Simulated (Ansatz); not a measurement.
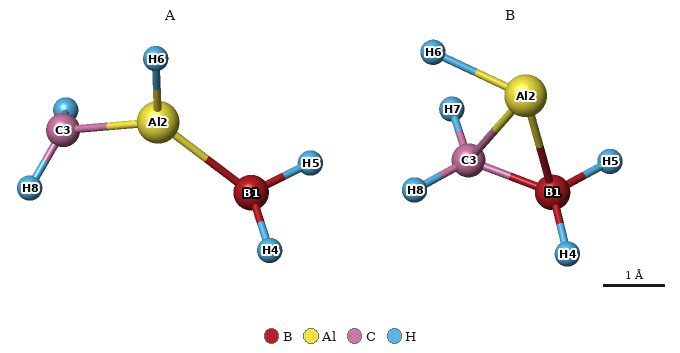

Two geometries of CH5AlB (charge −1), drawn at one scale. One is the start of a relaxation, the other its converged end. The picture is a ball-and-stick view, seen from a free direction.

Theory: RKS PBE/def2-SVP (Ansatz). (no spin polarisation; force threshold 0.015 eV/Å; at most 40 steps)

> Which of the two is the end point?

Structure B is the relaxed one. The run prepares an end point of a later path (torsion) calculation, from a guessed geometry. The largest move after the best rigid fit is that of C3, 1.19 Å. Largest moves by element: C 1.19 Å, H 1.14 Å, Al 1.02 Å, B 0.73 Å. Near-neighbour distances that change, for instance: B1–C3 3.317 → 1.495 Å, Al2–C3 1.896 → 2.337 Å, B1–Al2 2.013 → 2.387 Å, Al2–H6 1.651 → 1.693 Å. New bonds form: B1–C3 (3.32 → 1.50 Å). Among the angles between lasting bonds that change: B1–Al2–C3 116.1° → 36.9°, C3–Al2–H6 116.8° → 80.7°, Al2–B1–H4 120.0° → 102.2°. The energy falls by 59.1 kcal/mol in 18 geometry steps. Largest force component: 1.5 eV/Å at the start, 0.0046 eV/Å at the end.

Limits of the set-up: the basis has no diffuse functions, which an anion needs.
